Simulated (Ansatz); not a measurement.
**Molecular dynamics of HfSiNH5ClOF (part 1 of 2)**

The run: molecular dynamics of HfSiNH5ClOF. Method and program: RKS PBE/def2-SVP (Ansatz 0.2.0).

One setting was made poor on purpose. It belongs to a series of runs on one base structure; here: dynamics from the start.

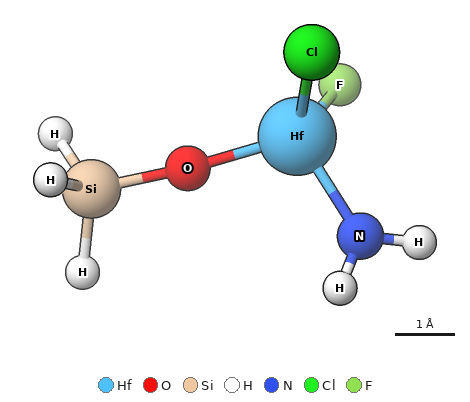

*The structure as given in the input (ball-and-stick view, seen on its broad side). Sticks mark near contacts.*

### Summary

```json
{"quantity": "outcome", "value": "finished"}
{"quantity": "mean temperature over the second half", "value": "55051211 K"}
{"quantity": "trajectory", "value": "40 steps, 160 fs"}
{"quantity": "ensemble", "value": "nve"}
{"quantity": "temperature in the input", "value": "400.0 K"}
{"quantity": "time step", "value": "4.0 fs"}
{"quantity": "potential energy (last step)", "value": "−28005.7007 eV"}
{"quantity": "mean-field energy (last step)", "value": "−28005.7007 eV"}
{"quantity": "largest force (length of the vector) (last step)", "value": "1.724 eV/Å"}
{"quantity": "hardware", "value": "4 threads of AMD EPYC (Zen 3), 32 GiB of memory available, shared host"}
{"quantity": "wall time", "value": "8.9 min (CPU time 35 min)"}
{"quantity": "peak memory", "value": "0.34 GiB"}
```

### Notes

A deliberately poor setting: time step. So short a trajectory is not equilibrated. The integration failed: the conserved energy drifts or the temperature runs away, so the later frames and the averages aren't results; the time step is too long for this system.

### Input file
```yaml
crystal:
  periodic: [false, false, false]
  atoms:
    - { symbol: Hf, position_ang: [-0.15131, -0.098434, -0.356831] }
    - { symbol: O, position_ang: [-0.68252, -0.231399, 1.5093] }
    - { symbol: Si, position_ang: [-1.26169, -0.356113, 3.08509] }
    - { symbol: H, position_ang: [-2.469408, -1.252076, 3.111427] }
    - { symbol: H, position_ang: [-0.186041, -0.939258, 3.960084] }
    - { symbol: H, position_ang: [-1.63184, 1.009441, 3.592454] }
    - { symbol: "N", position_ang: [1.87276, -0.007007, -0.377793] }
    - { symbol: H, position_ang: [2.470404, -0.269169, -1.171251] }
    - { symbol: H, position_ang: [2.476544, 0.325647, 0.382944] }
    - { symbol: Cl, position_ang: [-1.051399, 1.891118, -1.318291] }
    - { symbol: F, position_ang: [-0.656399, -1.61285, -1.433334] }
basis:
  gaussian: { orbitals: def2-SVP }
hamiltonian:
  xc: pbe
md:
  timestep: 4.0
  n_steps: 40
  ensemble: nve
  temperature: 400.0
  initial_velocities: maxwell_boltzmann
  seed: 319512
```

Run as:
```bash
ansatz run input.yaml --threads 4 --pin off --max-ram 5120MiB --backend cpu --events-out ev --progress --plain --runs-dir out
```

### Output
```
Engine: ansatz 0.2.0, x86_64-unknown-linux-gnu
Functional definition: PBE
  parameter kappa = 0.804
  parameter beta = 0.06672455060314922
  exchange = pbe_x(kappa = kappa, mu = beta*pi^2/3)
  correlation = pbe_c(beta = beta)
1458 factors; their error is unknown
mean field evaluation 1: about -28007.8403 eV, gradient 9.3e1 eV
mean field evaluation 2: about -27865.6509 eV, gradient 2.6e2 eV
mean field evaluation 4: about -28023.2046 eV, gradient 2.3e1 eV
mean field evaluation 8: about -28024.3558 eV, gradient 3.5e-1 eV
mean field evaluation 16: about -28024.2366 eV, gradient 7.8e-4 eV
mean field -28024.23664528 eV, -1029.8717012042 hartree, gradient 3.0e-5 eV, S^2 0.000000; 0 other end points of the search recorded, 0 dependent functions left out
the calculation of the forces begins
reference -28024.23672418 eV, -1029.8717041037 hartree; 36, 36 occupied and 99, 99 virtual orbitals, 1458 factors
md step     0: t =     0.00 fs  T =   400.0 K  F+E_penalty+E_count = -28024.23664528 eV  E_kin = 0.465336 eV  conserved = -28023.77130928 eV  (31 SCF iters)
these checks for a lower state are left out or cut short: starts, cluster_reference, orbital_swaps, neighbouring_geometries, increment
1458 factors; their error is unknown
mean field -28023.92257467 eV, -1029.8601593222 hartree, gradient 1.1e-5 eV, S^2 0.000000; 0 other end points of the search recorded, 0 dependent functions left out
[... from here on the field's lines of each further geometry are left out, up to the last ...]
md step     1: t =     4.00 fs  T =   490.8 K  F+E_penalty+E_count = -28023.92257467 eV  E_kin = 0.570994 eV  conserved = -28023.35158055 eV  (36 SCF iters)
md step     2: t =     8.00 fs  T =   391.8 K  F+E_penalty+E_count = -28021.63050139 eV  E_kin = 0.455854 eV  conserved = -28021.17464716 eV  (38 SCF iters)
md step     3: t =    12.00 fs  T =  1333.5 K  F+E_penalty+E_count = -28021.81768274 eV  E_kin = 1.551282 eV  conserved = -28020.26640064 eV  (38 SCF iters)
md step     4: t =    16.00 fs  T = 13568400.8 K  F+E_penalty+E_count = -27904.23988262 eV  E_kin = 15784.663273 eV  conserved = -12119.57660966 eV  (41 SCF iters)
md step     5: t =    20.00 fs  T = 55052008.3 K  F+E_penalty+E_count = -28006.40298296 eV  E_kin = 64044.202851 eV  conserved = 36037.79986762 eV  (407 SCF iters)
md step     6: t =    24.00 fs  T = 55051495.8 K  F+E_penalty+E_count = -28005.88483659 eV  E_kin = 64043.606628 eV  conserved = 36037.72179127 eV  (1123 SCF iters)
md step     7: t =    28.00 fs  T = 55051314.2 K  F+E_penalty+E_count = -28005.64888663 eV  E_kin = 64043.395357 eV  conserved = 36037.74647075 eV  (335 SCF iters)
md step     8: t =    32.00 fs  T = 55051332.5 K  F+E_penalty+E_count = -28005.75312299 eV  E_kin = 64043.416590 eV  conserved = 36037.66346684 eV  (295 SCF iters)
md step     9: t =    36.00 fs  T = 55051288.1 K  F+E_penalty+E_count = -28005.68581297 eV  E_kin = 64043.364925 eV  conserved = 36037.67911249 eV  (268 SCF iters)
md step    10: t =    40.00 fs  T = 55051213.7 K  F+E_penalty+E_count = -28005.58577965 eV  E_kin = 64043.278453 eV  conserved = 36037.69267337 eV  (275 SCF iters)
md step    11: t =    44.00 fs  T = 55051222.7 K  F+E_penalty+E_count = -28005.65669535 eV  E_kin = 64043.288876 eV  conserved = 36037.63218034 eV  (242 SCF iters)
md step    12: t =    48.00 fs  T = 55051237.5 K  F+E_penalty+E_count = -28005.66447378 eV  E_kin = 64043.306155 eV  conserved = 36037.64168163 eV  (296 SCF iters)
md step    13: t =    52.00 fs  T = 55051262.6 K  F+E_penalty+E_count = -28005.69423219 eV  E_kin = 64043.335259 eV  conserved = 36037.64102667 eV  (220 SCF iters)
md step    14: t =    56.00 fs  T = 55051245.3 K  F+E_penalty+E_count = -28005.70912752 eV  E_kin = 64043.315233 eV  conserved = 36037.60610551 eV  (260 SCF iters)
md step    15: t =    60.00 fs  T = 55051194.2 K  F+E_penalty+E_count = -28005.63349396 eV  E_kin = 64043.255777 eV  conserved = 36037.62228257 eV  (243 SCF iters)
md step    16: t =    64.00 fs  T = 55051197.7 K  F+E_penalty+E_count = -28005.65472441 eV  E_kin = 64043.259834 eV  conserved = 36037.60511001 eV  (280 SCF iters)
md step    17: t =    68.00 fs  T = 55051239.1 K  F+E_penalty+E_count = -28005.73237095 eV  E_kin = 64043.307912 eV  conserved = 36037.57554121 eV  (280 SCF iters)
md step    18: t =    72.00 fs  T = 55051236.0 K  F+E_penalty+E_count = -28005.72247353 eV  E_kin = 64043.304368 eV  conserved = 36037.58189448 eV  (280 SCF iters)
md step    19: t =    76.00 fs  T = 55051214.3 K  F+E_penalty+E_count = -28005.71082603 eV  E_kin = 64043.279165 eV  conserved = 36037.56833870 eV  (289 SCF iters)
md step    20: t =    80.00 fs  T = 55051188.8 K  F+E_penalty+E_count = -28005.66434351 eV  E_kin = 64043.249402 eV  conserved = 36037.58505813 eV  (239 SCF iters)
md step    21: t =    84.00 fs  T = 55051199.4 K  F+E_penalty+E_count = -28005.68228611 eV  E_kin = 64043.261733 eV  conserved = 36037.57944677 eV  (206 SCF iters)
md step    22: t =    88.00 fs  T = 55051222.7 K  F+E_penalty+E_count = -28005.71481825 eV  E_kin = 64043.288895 eV  conserved = 36037.57407716 eV  (164 SCF iters)
md step    23: t =    92.00 fs  T = 55051226.3 K  F+E_penalty+E_count = -28005.69190492 eV  E_kin = 64043.293059 eV  conserved = 36037.60115398 eV  (206 SCF iters)
md step    24: t =    96.00 fs  T = 55051204.4 K  F+E_penalty+E_count = -28005.66162602 eV  E_kin = 64043.267619 eV  conserved = 36037.60599342 eV  (284 SCF iters)
md step    25: t =   100.00 fs  T = 55051198.6 K  F+E_penalty+E_count = -28005.65243243 eV  E_kin = 64043.260865 eV  conserved = 36037.60843210 eV  (278 SCF iters)
md step    26: t =   104.00 fs  T = 55051200.1 K  F+E_penalty+E_count = -28005.62195142 eV  E_kin = 64043.262621 eV  conserved = 36037.64066965 eV  (203 SCF iters)
md step    27: t =   108.00 fs  T = 55051229.6 K  F+E_penalty+E_count = -28005.66528141 eV  E_kin = 64043.296923 eV  conserved = 36037.63164127 eV  (202 SCF iters)
md step    28: t =   112.00 fs  T = 55051211.5 K  F+E_penalty+E_count = -28005.65106273 eV  E_kin = 64043.275915 eV  conserved = 36037.62485252 eV  (360 SCF iters)
md step    29: t =   116.00 fs  T = 55051173.6 K  F+E_penalty+E_count = -28005.56355205 eV  E_kin = 64043.231772 eV  conserved = 36037.66821992 eV  (279 SCF iters)
md step    30: t =   120.00 fs  T = 55051199.1 K  F+E_penalty+E_count = -28005.59248736 eV  E_kin = 64043.261452 eV  conserved = 36037.66896475 eV  (296 SCF iters)
md step    31: t =   124.00 fs  T = 55051245.0 K  F+E_penalty+E_count = -28005.68154810 eV  E_kin = 64043.314858 eV  conserved = 36037.63331013 eV  (281 SCF iters)
md step    32: t =   128.00 fs  T = 55051233.9 K  F+E_penalty+E_count = -28005.62341008 eV  E_kin = 64043.301928 eV  conserved = 36037.67851785 eV  (152 SCF iters)
md step    33: t =   132.00 fs  T = 55051213.4 K  F+E_penalty+E_count = -28005.62040777 eV  E_kin = 64043.278057 eV  conserved = 36037.65764878 eV  (166 SCF iters)
md step    34: t =   136.00 fs  T = 55051196.3 K  F+E_penalty+E_count = -28005.62570515 eV  E_kin = 64043.258231 eV  conserved = 36037.63252632 eV  (358 SCF iters)
md step    35: t =   140.00 fs  T = 55051192.9 K  F+E_penalty+E_count = -28005.59599399 eV  E_kin = 64043.254164 eV  conserved = 36037.65817005 eV  (211 SCF iters)
md step    36: t =   144.00 fs  T = 55051256.4 K  F+E_penalty+E_count = -28005.74236109 eV  E_kin = 64043.328087 eV  conserved = 36037.58572556 eV  (358 SCF iters)
md step    37: t =   148.00 fs  T = 55051238.3 K  F+E_penalty+E_count = -28005.71008320 eV  E_kin = 64043.307087 eV  conserved = 36037.59700345 eV  (159 SCF iters)
md step    38: t =   152.00 fs  T = 55051184.1 K  F+E_penalty+E_count = -28005.62546155 eV  E_kin = 64043.243930 eV  conserved = 36037.61846820 eV  (161 SCF iters)
md step    39: t =   156.00 fs  T = 55051199.9 K  F+E_penalty+E_count = -28005.70096185 eV  E_kin = 64043.262418 eV  conserved = 36037.56145570 eV  (163 SCF iters)
the calculation of the forces begins
reference -28005.70071244 eV, -1029.1905182364 hartree; 36, 36 occupied and 99, 99 virtual orbitals, 1458 factors
1458 factors; their error is unknown
mean field evaluation 1280: about -28005.8053 eV, gradient 7.1e-1 eV
mean field evaluation 1312: about -28005.7006 eV, gradient 5.0e-2 eV
mean field evaluation 1344: about -28005.7004 eV, gradient 1.6e-1 eV
mean field evaluation 1376: about -28005.7004 eV, gradient 1.8e-2 eV
mean field -28005.70059955 eV, -1029.1905140879 hartree, gradient 1.9e-6 eV, S^2 0.000000; 11 other end points of the search recorded, 0 dependent functions left out
the calculation of the forces begins
reference -28005.70071244 eV, -1029.1905182364 hartree; 36, 36 occupied and 99, 99 virtual orbitals, 1458 factors
md step    40: t =   160.00 fs  T = 55051226.7 K  F+E_penalty+E_count = -28005.70059955 eV  E_kin = 64043.293503 eV  conserved = 36037.59290389 eV  (643 SCF iters)
```

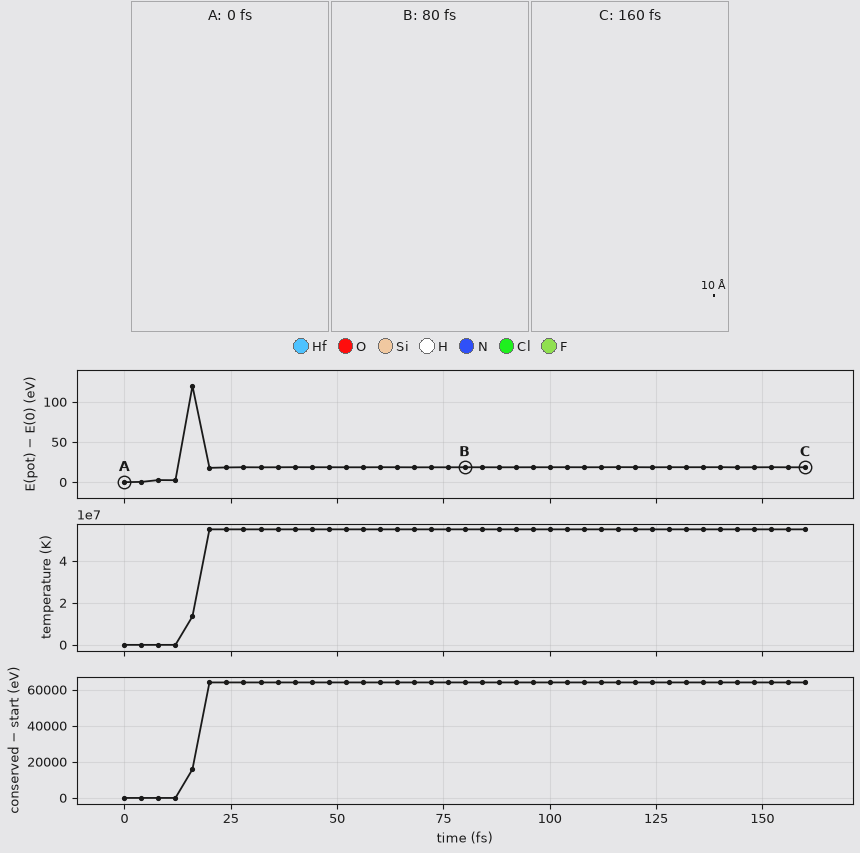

*Frames of the molecular dynamics (ball-and-stick, seen at a tilt) above the curves, on which the letters mark them.*

The trajectory kept here has 41 frames over 160 fs. The temperature starts at 400 K, ranges from 392 to 55052008 K and averages 55051211 K over the second half. The potential energy ends 18.536 eV above its first value. The conserved quantity stays within 64000 eV. After an unweighted best fit of the last frame on the first, the root-mean-square displacement is 1413.25 Å, and H9 has moved furthest (4457.65 Å).

```
Total energy: -28005.70071244 eV, -1029.1905182364 hartree
Atom 0 at    -0.123033    -0.074165    -0.295045 Å, force     0.046453    -0.510754     0.384499 eV/Å
Atom 1 at    -0.505779    -0.194846     1.585960 Å, force     0.622414    -0.167354    -1.200698 eV/Å
Atom 2 at    -1.529185    -0.354460     2.896239 Å, force     0.715649    -0.778549     1.361479 eV/Å
Atom 3 at    -2.823856     0.070906     2.407835 Å, force    -1.094852    -0.034764    -0.179179 eV/Å
Atom 4 at    -1.405069    -1.780577     3.525929 Å, force    -0.275484     0.813012    -0.537322 eV/Å
Atom 5 at    -1.043878     0.635634     3.889392 Å, force     0.023449     0.155628     0.337979 eV/Å
Atom 6 at  -224.506835  -134.045789  -232.925103 Å, force    -0.000002     0.000017    -0.000005 eV/Å
Atom 7 at    11.694823     0.443250   -28.619907 Å, force    -0.000081     0.000002     0.000207 eV/Å
Atom 8 at  3121.139505  1859.099708  3243.940064 Å, force    -0.000000     0.000001    -0.000000 eV/Å
Atom 9 at    -0.904745     1.937324    -1.212847 Å, force    -0.007800     0.073722    -0.204276 eV/Å
Atom 10 at     0.050023    -1.801859    -1.137951 Å, force    -0.029745     0.449038     0.037317 eV/Å
Dipole moment:  -184.330918  -109.294379  -188.329999 e Å
```

### Trajectory as extended XYZ (Å, eV, eV/Å), 19 of the 41 frames kept, from step=0 to step=40
```
11
Properties=species:S:1:pos:R:3:forces:R:3 step=0 time_fs=0.0 energy=-28024.23665 temperature=400.0
Hf   -0.1513   -0.0984   -0.3568   -0.0044  -0.0038  -0.0192
O    -0.6825   -0.2314    1.5093   -0.0082   0.0018   0.0191
Si   -1.2617   -0.3561    3.0851    0.0087  -0.0093  -0.0044
H    -2.4694   -1.2521    3.1114    0.0092   0.0100  -0.0006
H    -0.1860   -0.9393    3.9601   -0.0063   0.0022  -0.0044
H    -1.6318    1.0094    3.5925   -0.0050  -0.0026  -0.0012
N     1.8728   -0.0070   -0.3778    0.0062  -0.0070   0.0048
H     2.4704   -0.2692   -1.1713   -0.0016   0.0040   0.0032
H     2.4765    0.3256    0.3829   -0.0033   0.0000  -0.0063
Cl   -1.0514    1.8911   -1.3183    0.0015  -0.0028   0.0035
F    -0.6564   -1.6128   -1.4333    0.0032   0.0072   0.0055
11
Properties=species:S:1:pos:R:3:forces:R:3 step=2 time_fs=8.0 energy=-28021.63050 temperature=391.8
Hf   -0.1600   -0.0964   -0.3485    1.8331   0.1598  -0.9277
O    -0.6288   -0.2243    1.4972   -0.5308  -0.3395   1.8096
Si   -1.2870   -0.3674    3.0815    0.4268   0.4829   0.0121
H    -2.6546   -1.0628    2.9606    0.7400  -0.1590   0.2020
H    -0.1780   -0.9017    4.1122   -1.1016   0.1318  -1.0198
H    -1.6447    1.0321    3.5579    0.1654  -0.2109  -0.0593
N     1.9211   -0.0417   -0.4901   -0.6168   1.7591   5.7574
H     2.5219   -0.1227   -1.2629    1.8314  -0.0320  -1.4617
H     2.7076    0.4993    0.7370   -2.4202  -1.7562  -4.2109
Cl   -1.0478    1.8818   -1.3151   -0.1289   0.1106  -0.0370
F    -0.6301   -1.6081   -1.4318   -0.1984  -0.1466  -0.0646
11
Properties=species:S:1:pos:R:3:forces:R:3 step=4 time_fs=16.0 energy=-27904.23988 temperature=13568400.8
Hf   -0.1628   -0.0941   -0.3431    2.9425  -0.0904  -0.3164
O    -0.5917   -0.2288    1.5440    0.0009  -0.1895  -0.1566
Si   -1.3093   -0.3632    3.0685   -1.0037   1.7471  -1.8272
H    -2.5867   -1.0472    2.9138   -0.6817  -0.5833  -0.0019
H    -0.4562   -0.9511    3.9801    1.6664  -1.3408   1.6879
H    -1.5955    1.0212    3.5205   -0.0887   0.3411   0.1983
N     1.9770   -0.0336   -0.5074  -575.8940 -339.0192 -585.1420
H     2.5674    0.0273   -1.1509    4.5838  -0.3784  -8.3109
H     2.1555    0.0723   -0.3243  568.8524 339.4542 593.8124
Cl   -1.0464    1.8743   -1.3125   -0.1414   0.0750  -0.0085
F    -0.6100   -1.6077   -1.4321   -0.2365  -0.0158   0.0650
```
